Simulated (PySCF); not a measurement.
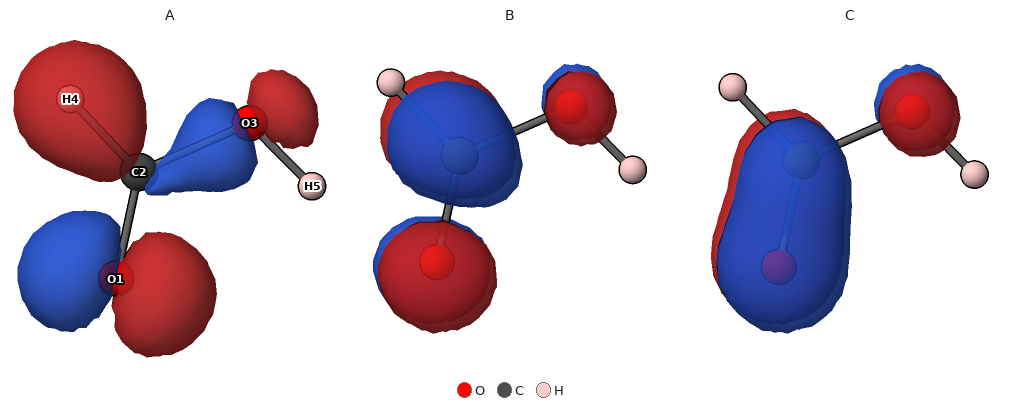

Figure. CH₂O₂, SMILES `O=CO`. Natural orbitals of the π active space, CASSCF(4,3), triplet state at the geometry of the singlet, in order of falling occupation.

Level of theory: def2-SVP basis (PySCF), at a geometry from GFN2-xTB. No frequency check shows the geometry to be a minimum.

Input script:

```python
import numpy as np
from pyscf import gto, scf, dft, mcscf, mrpt
from pyscf.mcscf import avas

def solve(mol, dm0=None, hcore=None):
    mf = scf.ROHF(mol) if mol.spin else scf.RHF(mol)
    mf = mf.density_fit(auxbasis='def2-universal-jkfit')
    mf.conv_tol, mf.max_cycle = 1e-8, 80
    if hcore is not None:
        mf.get_hcore = lambda *args: hcore
    mf.kernel(dm0)
    if not mf.converged:
        mf = mf.newton().run(mf.mo_coeff, mf.mo_occ, max_cycle=30)
    assert mf.converged, 'SCF not converged'
    return mf

mol = gto.M(atom='''
O      1.12837     0.26266     0.00000
C      0.13115    -0.39164     0.00000
O     -1.10206     0.08531     0.00000
H      0.10023    -1.49182     0.00000
H     -1.09753     1.05798     0.00000
''', basis='def2-svp', charge=0, spin=0, verbose=4)
mf = solve(mol)
ncas, nel, orbs = avas.avas(mf, ['C 2pz', 'O 2pz'], threshold=0.5, openshell_option=3)
print('active space', nel, ncas)
assert 2 <= ncas <= 10, 'active space too large or empty'
mc = mcscf.CASSCF(mf, ncas, nel)
mc.natorb, mc.max_cycle_macro = True, 60
mc.fix_spin_(ss=mol.spin / 2 * (mol.spin / 2 + 1))
mc.kernel(orbs)
occ = mc.mo_occ[mc.ncore:mc.ncore + ncas]
print('natural occupations', occ.round(4))
e2 = mrpt.NEVPT(mc).kernel()
out = dict(c=mc.mo_coeff[:, mc.ncore:mc.ncore + ncas], occ=occ, e=mc.e_tot, e2=e2, ehf=mf.e_tot, ok=mc.converged, nel=nel, w0=abs(mc.ci).max() ** 2, dm=mc.make_rdm1())
# the other spin state at the same geometry
other = mol.copy().set(spin=2).build()
mo = scf.ROHF(other).density_fit(auxbasis='def2-universal-jkfit').run()
na = (nel + other.spin) // 2
m2 = mcscf.CASSCF(mo, ncas, (na, nel - na))
m2.natorb = True
m2.fix_spin_(ss=other.spin / 2 * (other.spin / 2 + 1))
m2.kernel(mc.mo_coeff)
e2o = mrpt.NEVPT(m2).kernel()
print('other state above this one / eV: CASSCF', (m2.e_tot - mc.e_tot) * 27.211386, 'NEVPT2', (m2.e_tot + e2o - mc.e_tot - e2) * 27.211386)
np.savez('result.npz', eo=m2.e_tot, e2o=e2o, oko=m2.converged, occo=m2.mo_occ[mc.ncore:mc.ncore + ncas], co=m2.mo_coeff[:, mc.ncore:mc.ncore + ncas], **out)
```

Command:

```sh
OMP_NUM_THREADS=1 python input.py
```

The run took 4 s on 1 thread of Arm Neoverse V2, on a shared host, peak memory 0.17 GiB.

Question: What are the natural occupation numbers?

Answer: A 2.00, B 1.00, C 1.00.

Question: Where does the lowest triplet lie relative to the singlet, at this geometry and within this active space?

Answer: 7.08 eV above it by strongly contracted NEVPT2 (+6.46 eV by CASSCF); a small basis tends to put such gaps a few tenths of an eV too high. This is a vertical energy for π states alone; a state that uses lone pairs or σ orbitals may lie lower.
